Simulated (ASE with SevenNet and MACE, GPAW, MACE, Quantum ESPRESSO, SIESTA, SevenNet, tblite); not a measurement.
## Running twisted 2H-WS2 double bilayer, 38.21° (84 atoms) with machine-learned potentials

Aim: run twisted 2H-WS2 double bilayer, 38.21° (84 atoms) in machine-learned potentials and see how near its forces come to a plane-wave reference, and at what cost.

Main program and level: ASE with SevenNet and MACE; the method is named at each step.

### Step 1. Starting point

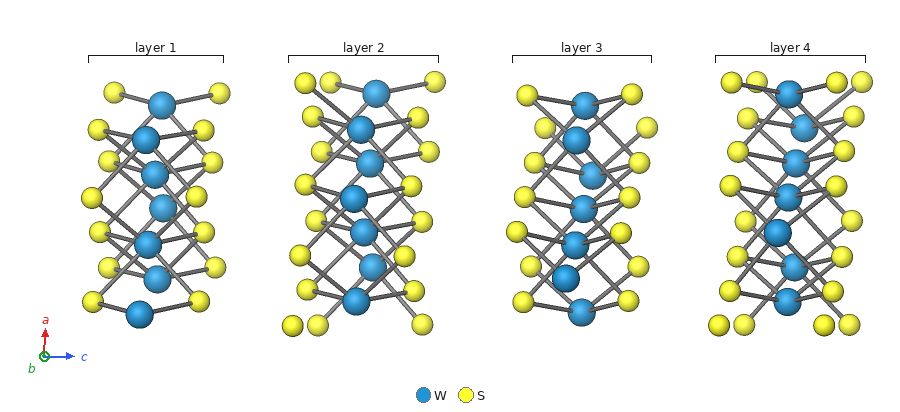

The cell as given, from the side, with the c axis across the page (tungsten blue, sulfur yellow). Bonds to atoms that aren't drawn are left out. Some periodic images of atoms are drawn too.

The cell holds 84 atoms: 28 W and 56 S. Its edges and angles: a = 8.347 Å, b = 8.347 Å, c = 38.210 Å, α = 90.0°, β = 90.0°, γ = 120.0°. It derives from WS2 (2H-WS2). 2H-WS2 (a = 3.155 Å) under 2H-WS2 (a = 3.155 Å), double bilayer, commensurate cell of 7 unit cells a layer, twist 38.21 deg; facing planes 3.15, 3.36, 3.14 Å apart; 16 Å of vacuum; layers as built, displaced by a Gaussian of 0.01 Å. Then every atom was moved at random, 0.02 Å r.m.s. a Cartesian component. Regions: layer 1, 21 atoms (7 W and 14 S); layer 2, 21 atoms (7 W and 14 S); layer 3, 21 atoms (7 W and 14 S); layer 4, 21 atoms (7 W and 14 S). Vacuum lies along c.

The yardstick, on the same geometry:

- method: Kohn-Sham DFT, PBE, SSSP efficiency 1.3.0 pseudopotentials, plane waves (Quantum ESPRESSO 7.5); sssp-pbe-1.3.0-efficiency, cutoffs 45/360 Ry, Γ point
- r.m.s. force component: 0.5514 eV/Å
- longest force: 2.058 eV/Å
- gap (highest filled to lowest empty level): 1.484 eV
- time: 15 min on 4 MPI ranks of Arm Neoverse V2, shared host
- CPU time: 58 min

### Step 2. SevenNet 0 potential

Method: machine-learned interatomic potential SevenNet 0, trained on PBE(+U) plane-wave data.

run.py reads:

```python
import numpy as np
from ase.io import read
import mlip  # loads the published weights by name

atoms = read("structure.xyz")
atoms.calc = mlip.calc("7net-0")
energy = atoms.get_potential_energy()
forces = atoms.get_forces()
print(f"energy {energy:.6f} eV")
print("forces (eV/A)")
for i, (a, f) in enumerate(zip(atoms, forces)):
    print(f"{i:4d} {a.symbol:2s} {f[0]:10.5f} {f[1]:10.5f} {f[2]:10.5f}")
```

structure.xyz reads:

```xyz
84
Lattice="8.34730 0.00000 0.00000 -4.17365 7.22897 0.00000 0.00000 0.00000 38.21000" Properties=species:S:1:pos:R:3 pbc="T T T"
W 0.56140 1.73951 9.60217
S 1.75285 0.37085 11.17375
S 1.78336 0.30513 7.98360
W -0.00088 4.78551 9.58842
S 1.19320 3.45133 11.10497
S 1.21829 3.42118 7.98513
W 3.58867 0.72463 9.56052
S 0.62459 6.57540 11.15121
S 0.57968 6.57815 8.02143
W 2.98570 3.77967 9.58383
S 4.19151 2.40681 11.13325
S 4.21885 2.43725 8.04626
W 2.38470 6.90041 9.58383
S 3.55144 5.44110 11.14089
S 3.56125 5.46734 7.99926
W 5.96314 2.73631 9.57466
S 7.18519 1.34285 11.13134
S 7.17726 1.39996 7.98856
W -2.99710 5.81816 9.55174
S -1.75573 4.44459 11.16687
S -1.79513 4.48521 7.99735
W 1.17968 3.47518 15.89727
S 2.36387 2.04724 17.46961
S 2.38624 2.05823 14.29856
W 0.60343 6.48525 15.85906
S 1.77772 5.19546 17.41841
S 1.80815 5.23457 14.25348
W 4.16822 2.38889 15.85791
S 5.39436 0.96434 17.44821
S 5.34565 1.04394 14.25080
W 3.55036 5.49228 15.85600
S 4.75688 4.11415 17.40466
S 4.77123 4.15434 14.25233
W 7.14399 1.39107 15.83079
S -0.02467 0.05154 17.42682
S 4.17382 7.19123 14.29321
W -1.76737 4.46577 15.87587
S -0.62100 3.09769 17.44478
S -0.54458 3.04759 14.24469
W 1.77660 0.33853 15.88734
S -1.20698 6.19993 17.43140
S -1.17096 6.18352 14.30353
W 4.73355 0.68625 22.36584
S 4.17411 2.42510 23.91755
S 4.17812 2.42684 20.78853
W 2.39956 2.75098 22.36202
S 1.80423 4.47712 23.89157
S 1.79033 4.52534 20.76179
W -2.36746 6.88140 22.36355
S 1.22125 1.35276 23.94353
S 1.21699 1.37690 20.72816
W -0.03456 4.81580 22.37769
S -0.60581 6.53853 23.90609
S -0.55113 6.52046 20.79006
W -0.57020 1.72382 22.35400
S -1.16098 3.45017 23.91296
[... 24 atom lines left out ...]
S 1.22384 6.18648 27.07599
W 4.15391 2.43436 28.61050
S 3.60178 4.13136 30.21035
S 3.56885 4.14415 27.03701
```

Launch:

```console
$ OMP_NUM_THREADS=1 python run.py > output.txt
```

The log of the run:

```text
energy -660.955078 eV
forces (eV/A)
   0 W     0.91165   -0.62485   -1.07359
   1 S     0.26945   -0.40063   -0.39887
   2 S    -0.07639    0.29355    0.34430
   3 W     0.02086    0.75200   -0.62816
   4 S    -0.00399   -0.07285    1.13999
   5 S    -0.26976    0.12670   -0.07577
   6 W    -0.72376   -0.75389    0.32944
   7 S    -0.36981   -0.18556    0.01775
   8 S     0.16245   -0.32203   -0.24014
   9 W    -0.13322    0.00619   -0.53307
  10 S    -0.00874   -0.02578    0.76514
  11 S    -0.29606   -0.19563   -1.12968
  12 W    -0.04941   -0.47296   -0.62209
  13 S     0.30172    0.57265    0.39796
  14 S    -0.03310    0.37030   -0.25932
  15 W     0.63636    0.36630    0.10185
  16 S    -0.37339    0.15171    0.85967
  17 S    -0.13536   -0.20404   -0.23442
  18 W     0.25386    0.54292    0.58698
  19 S    -0.28577    0.27407   -0.03490
  20 S     0.20081   -0.19515   -0.15632
  21 W     0.18740   -0.51774   -0.68213
  22 S     0.16622    0.25165   -0.23321
  23 S    -0.15720    0.15734    0.13410
[...]
76 S    -0.26820   -0.46167   -0.15612
  77 S     0.22591    0.29362   -0.24072
  78 W    -0.38311    0.38243    0.32953
  79 S    -0.11271    0.14681   -0.72930
  80 S    -0.33581   -0.12298   -0.31106
  81 W     0.18291   -0.38099    0.61091
  82 S    -0.18684    0.01242    0.22603
  83 S    -0.01823   -0.04353   -0.22811
```

Run time: 8.1 s. Hardware: 1 thread of Arm Neoverse V2, shared host; peak memory 0.75 GiB.

Banners, paths, timers and routine set-up lines are dropped from the logs unmarked, and long logs keep their key lines alone; longer cuts are marked.

Compared with the plane-wave run:

```yaml
r_m_s_force_component: 0.4023 eV/Å
r_m_s_difference_of_force_components: 196.5 meV/Å
longest_difference_of_force_vectors: 809 meV/Å
force_difference_over_r_m_s_force: 35.63 %
slope_of_forces_against_the_reference_s: 0.7027
correlation_of_force_components: 0.9631
```

Length of the force difference by element (eV/Å):

| element | atoms | mean | most |
| --- | --- | --- | --- |
| S | 56 | 0.21 | 0.43 |
| W | 28 | 0.46 | 0.81 |

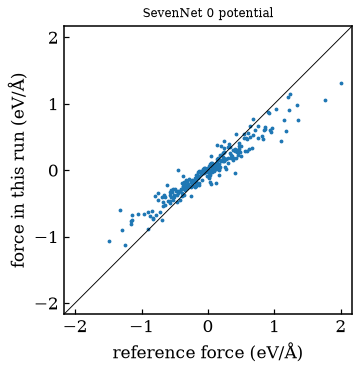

Force components against those of the reference; the line marks equality.

Local excerpt of 13 atoms (numbers count through the whole input) about W1, which bears the longest force; x, y, z are measured from there.

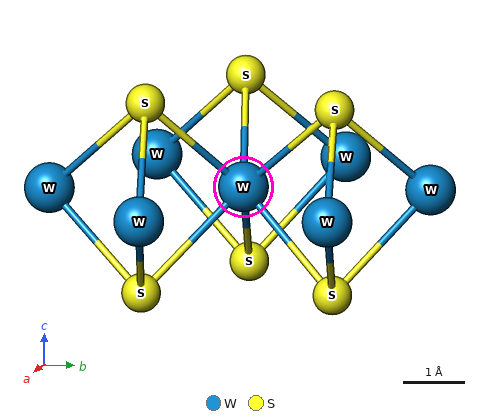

The atoms of the table, within 3.2 Å (arrows a, b, c point along x, y, z); some may hide others; the central atom is ringed.

| atom | x | y | z | distance (Å) | Fx | Fy | Fz (eV/Å) |
| --- | --- | --- | --- | --- | --- | --- | --- |
| W1 | 0.00 | 0.00 | 0.00 | 0.00 | 0.91 | -0.62 | -1.07 |
| S17 | -1.72 | -0.40 | 1.53 | 2.34 | -0.37 | 0.15 | 0.86 |
| S5 | 0.63 | 1.71 | 1.50 | 2.36 | 0.00 | -0.07 | 1.14 |
| S18 | -1.73 | -0.34 | -1.61 | 2.39 | -0.14 | -0.20 | -0.23 |
| S2 | 1.19 | -1.37 | 1.57 | 2.40 | 0.27 | -0.40 | -0.40 |
| S6 | 0.66 | 1.68 | -1.62 | 2.42 | -0.27 | 0.13 | -0.08 |
| S3 | 1.22 | -1.43 | -1.62 | 2.48 | -0.08 | 0.29 | 0.34 |
| W4 | -0.56 | 3.05 | -0.01 | 3.10 | 0.02 | 0.75 | -0.63 |
| W16 | -2.95 | 1.00 | -0.03 | 3.11 | 0.64 | 0.37 | 0.10 |
| W13 | -2.35 | -2.07 | -0.02 | 3.13 | -0.05 | -0.47 | -0.62 |
| W10 | 2.42 | 2.04 | -0.02 | 3.17 | -0.13 | 0.01 | -0.53 |
| W7 | 3.03 | -1.01 | -0.04 | 3.19 | -0.72 | -0.75 | 0.33 |
| W19 | 0.62 | -3.15 | -0.05 | 3.21 | 0.25 | 0.54 | 0.59 |

Atoms are counted from 1 here, from 0 in the log.

Forces lie 36 % from the reference's, at 0.0020 times its CPU time (on 1 against 4 cores).

### Step 3. MACE MP-0b2 small potential

Method: machine-learned interatomic potential MACE MP-0b2 small, trained on PBE(+U) plane-wave data.

run.py: that of step 2 with these lines changed.

```diff
@@ -5,3 +5,3 @@
 atoms = read("structure.xyz")
-atoms.calc = mlip.calc("7net-0")
+atoms.calc = mlip.calc("mace-mp-0b2-small")
 energy = atoms.get_potential_energy()
```

structure.xyz is that of step 2.

The log of the run:

```text
energy -660.564772 eV
forces (eV/A)
   0 W     0.93506   -0.55379   -1.30850
   1 S     0.38112   -0.48855   -0.64549
   2 S    -0.10575    0.47269    0.43440
   3 W     0.01490    0.82508   -0.76988
   4 S     0.06341   -0.09604    1.30852
   5 S    -0.29245    0.15591    0.05259
   6 W    -0.67312   -0.61892    0.54862
   7 S    -0.48691   -0.29384   -0.07125
   8 S     0.22771   -0.48700   -0.29777
   9 W    -0.10482   -0.20090   -0.57238
  10 S    -0.09860    0.01463    0.74186
  11 S    -0.47372   -0.21052   -1.34825
  12 W     0.24110   -0.45629   -0.73580
  13 S     0.34768    0.75762    0.33840
  14 S    -0.08444    0.44422   -0.25683
  15 W     0.85066    0.34961    0.26623
  16 S    -0.55570    0.28824    0.98147
  17 S    -0.21386   -0.28641   -0.15243
  18 W     0.21116    0.40898    0.89580
  19 S    -0.41336    0.29174   -0.12986
  20 S     0.23360   -0.30769   -0.19765
  21 W     0.23103   -0.40607   -0.93084
  22 S     0.24247    0.31446   -0.28849
  23 S    -0.25593    0.17120    0.20979
[...]
76 S    -0.30398   -0.55716   -0.27390
  77 S     0.36708    0.48832   -0.20567
  78 W    -0.38568    0.16323    0.33168
  79 S    -0.18463    0.20245   -0.94041
  80 S    -0.49537   -0.17299   -0.38791
  81 W     0.08556   -0.45922    0.66123
  82 S    -0.18716    0.01438    0.24387
  83 S     0.02057   -0.01781   -0.13809
```

Run time: 5.9 s. Hardware: 1 thread; peak memory 0.67 GiB.

Against the reference:

```yaml
r_m_s_force_component: 0.4813 eV/Å
r_m_s_difference_of_force_components: 129.2 meV/Å
longest_difference_of_force_vectors: 630.1 meV/Å
force_difference_over_r_m_s_force: 23.44 %
slope_of_forces_against_the_reference_s: 0.8534
correlation_of_force_components: 0.9778
```

Against the first run (36 %), the force difference from the reference is 23 %, at 0.82 times the CPU time.

The difference per atom is largest on W (0.33 eV/Å on average, against 0.10 on S).

### Step 4. SevenNet l3i5 potential

Method: machine-learned interatomic potential SevenNet l3i5, trained on PBE(+U) plane-wave data.

run.py: that of step 3 with these lines changed.

```diff
@@ -5,3 +5,3 @@
 atoms = read("structure.xyz")
-atoms.calc = mlip.calc("mace-mp-0b2-small")
+atoms.calc = mlip.calc("7net-l3i5")
 energy = atoms.get_potential_energy()
```

structure.xyz is that of step 3.

The log of the run:

```text
energy -660.885437 eV
forces (eV/A)
   0 W     0.87461   -0.58677   -1.06685
   1 S     0.32695   -0.42149   -0.55923
   2 S    -0.08677    0.39161    0.36294
   3 W    -0.01962    0.85973   -0.66569
   4 S     0.07186   -0.10197    1.22184
   5 S    -0.19826    0.14091    0.02373
   6 W    -0.75020   -0.69018    0.48716
   7 S    -0.41299   -0.29736   -0.06333
   8 S     0.16303   -0.39354   -0.28601
   9 W    -0.18825   -0.15791   -0.42916
  10 S    -0.08361    0.01984    0.65413
  11 S    -0.38577   -0.15348   -1.25607
  12 W     0.23921   -0.47177   -0.57220
  13 S     0.24328    0.65848    0.32694
  14 S    -0.02738    0.37395   -0.26949
  15 W     0.69463    0.35651    0.20638
  16 S    -0.41355    0.25436    0.88963
  17 S    -0.20152   -0.28691   -0.19676
  18 W     0.25541    0.49429    0.72074
  19 S    -0.28388    0.24627   -0.03532
  20 S     0.18372   -0.23168   -0.20710
  21 W     0.24981   -0.49558   -0.86056
  22 S     0.19398    0.27941   -0.25113
  23 S    -0.18453    0.10853    0.20176
[...]
76 S    -0.25777   -0.47164   -0.26200
  77 S     0.25909    0.33702   -0.28002
  78 W    -0.43565    0.18645    0.32767
  79 S    -0.16505    0.13704   -0.82122
  80 S    -0.42304   -0.11082   -0.39326
  81 W     0.17247   -0.42193    0.63836
  82 S    -0.13540    0.00451    0.26356
  83 S     0.05149   -0.00939   -0.21211
```

It took 8.2 s on 1 thread; peak memory 1.1 GiB.

Compared with the plane-wave run:

```yaml
r_m_s_force_component: 0.4352 eV/Å
r_m_s_difference_of_force_components: 160 meV/Å
longest_difference_of_force_vectors: 822.9 meV/Å
force_difference_over_r_m_s_force: 29.01 %
slope_of_forces_against_the_reference_s: 0.7694
correlation_of_force_components: 0.9748
```

Against the first run (36 %), the force difference from the reference is 29 %, at 1.2 times the CPU time.

The difference per atom is largest on W (0.38 eV/Å on average, against 0.15 on S).

### Step 5. All runs compared

Differences are against the plane-wave reference, forces as r.m.s. over components; share is that over the reference's r.m.s. force, slope the least-squares factor from reference forces to these. Total energies of different programs have different zeros and aren't compared.

| run | Δ force, r.m.s. (meV/Å) | share (%) | slope | cores | CPU time | memory (GiB) |
| --- | --- | --- | --- | --- | --- | --- |
| reference | - | - | - | 4 | 58 min | 8.1 |
| SevenNet 0 potential | 196 | 35.6 | 0.703 | 1 | 7 s | 0.75 |
| MACE MP-0b2 small potential | 129 | 23.4 | 0.853 | 1 | 5.8 s | 0.67 |
| SevenNet l3i5 potential | 160 | 29.0 | 0.769 | 1 | 8.2 s | 1.1 |

Times of the machine-learned potentials are mostly Python's start and the loading of weights.

CPU time is summed over cores on a shared host, where runs went side by side, so it is rough. Symmetry, cutoffs, thresholds, outputs and thread counts weren't matched or tuned between programs; memory under MPI is the largest rank's times the ranks.

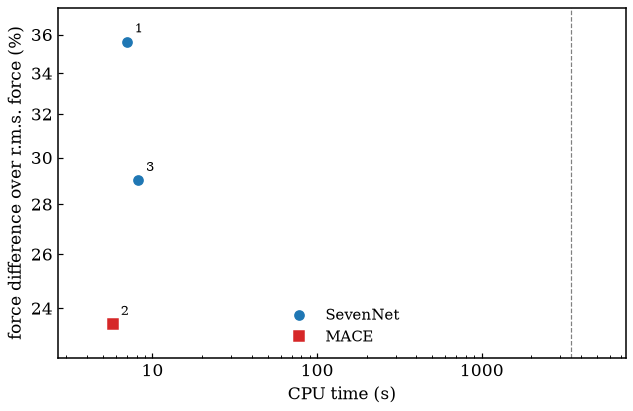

Force difference against CPU time; the dashed line marks the reference's time. Points: 1 SevenNet 0 potential; 2 MACE MP-0b2 small potential; 3 SevenNet l3i5 potential.

A second geometry, displaced anew (every atom was moved at random, 0.06 Å r.m.s. a Cartesian component), gives an energy difference that all programs can be tested on. The reference puts it at 85.81 meV/atom.

| run | energy less the first geometry's (meV/atom) | error (meV/atom) | force share at the second geometry (%) |
| --- | --- | --- | --- |
| SevenNet 0 potential | 57.32 | -28.5 | 37.6 |
| MACE MP-0b2 small potential | 70.15 | -15.7 | 26.9 |
| SevenNet l3i5 potential | 65.36 | -20.5 | 30.5 |

### Step 6. What came out

| Item | Value |
| --- | --- |
| nearest in forces | MACE MP-0b2 small potential, 23 % |
| its CPU time | 5.8 s |

**Reading.** Machine-learned potentials differ by 23 % (MACE MP-0b2 small potential) to 36 % (SevenNet 0 potential); they were trained on other programs' data. Among those trained on PBE data the slope goes as low as 0.70, which softening far from their training structures can give, though the reference's k-sampling is untested too. The energy difference between the two geometries, 85.8 meV/atom in the reference, is met best by MACE MP-0b2 small potential (-15.7) and worst by SevenNet 0 potential (-28.5). Machine-learned potentials mimic data converged in k, so the reference's own k-point error enters their differences. The reference's PBE has no dispersion term, which matters for the binding between molecules or layers. The electronic-structure runs sample only Γ, in a cell whose shortest periodic width is 7 Å. Spin–orbit coupling is left out, which matters for the levels of the heavy elements.

[Also dropped from logs without a mark: logging warnings of Python, and SIESTA's first energy breakdown and zero terms.]

[Logs are printed without paths, hosts, clocks, repeated set-up lines and the standing remarks that a program may print on its own settings, such as how far it seeks lower states.]

[Hosts, paths, dates, database ids (printed as entryN), source tags and the programs' standing remarks are cut or masked in the printed files.]
